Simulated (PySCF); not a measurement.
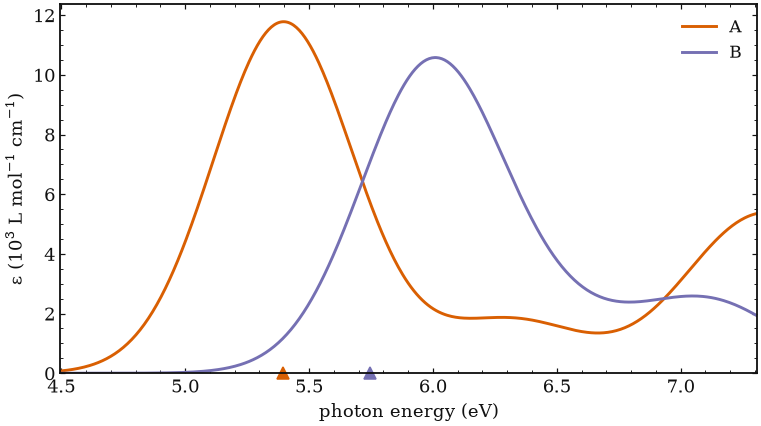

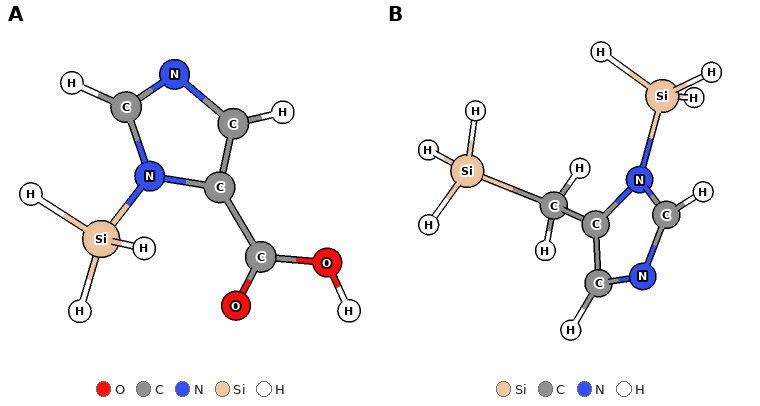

Related molecules: A is C₄H₆N₂O₂Si, SMILES O=C(O)c1cncn1[SiH3]; B is C₄H₁₀N₂Si₂, SMILES [SiH3]Cc1cncn1[SiH3]. Vertical TDDFT absorption, CAM-B3LYP/def2-SVPD with PySCF, at a PBE0-D3(BJ)/def2-SVP geometry (no frequency check); Gaussians of 1/e half-width 0.40 eV, triangles mark S1, and the range ends where the computed states of one molecule run out.

**How does the lowest singlet move?**

A: 5.40 eV (f = 0.290, mainly HOMO → LUMO (95 %)) (S2 lies within 0.06 eV, too close to order); B: 5.75 eV (f = 0.007, mainly HOMO → LUMO (89 %)). From A to B it shifts 0.35 eV to the blue, but one of these states is bright and the other nearly dark, so it isn't one band that moves.

**And the brightest state of each within the range drawn?**

A: S1 at 5.40 eV, f = 0.29; B: S2 at 6.00 eV, f = 0.25.

Caveats, for all or some of the runs: core orbitals are frozen in the response; one conformer of a flexible molecule.
